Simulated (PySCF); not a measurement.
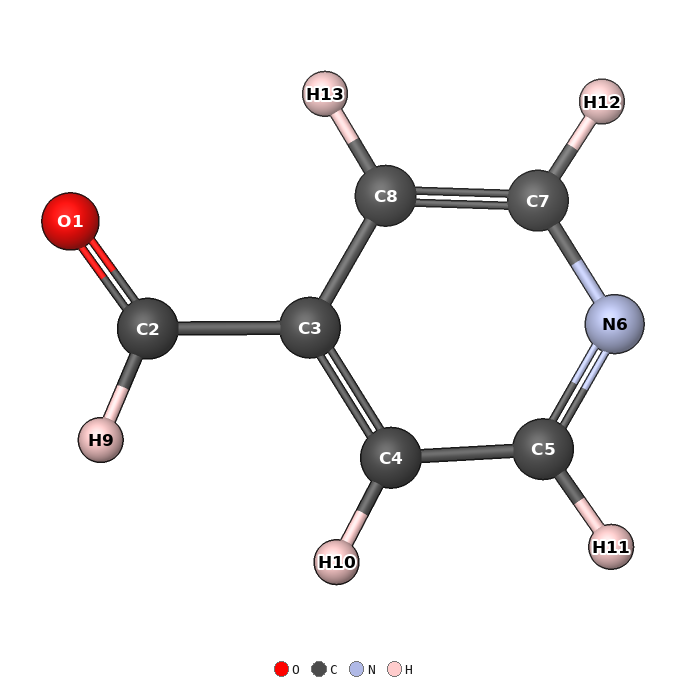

The geometry was computed by an optimisation with GFN2-xTB. No frequency run is at hand to confirm it as a minimum. Electric field gradients from the ground-state density, PBE0/pcSseg-1 (PySCF 2.14.0), non-relativistic apart from any core potentials.

Give the largest field-gradient component, the quadrupole coupling constant and the asymmetry for 17O at O1 (Q = −25.6 mb), 14N at N6 (Q = 20.44 mb), 2H at H9 (Q = 2.86 mb), 2H at H10 (Q = 2.86 mb).

| atom | V_zz (a.u.) | e²qQ/h (MHz) | η |
| --- | --- | --- | --- |
| O1 | −2.028 | 12.20 | 0.56 |
| N6 | −1.197 | −5.75 | 0.45 |
| H9 | 0.267 | 0.179 | 0.03 |
| H10 | 0.326 | 0.219 | 0.06 |
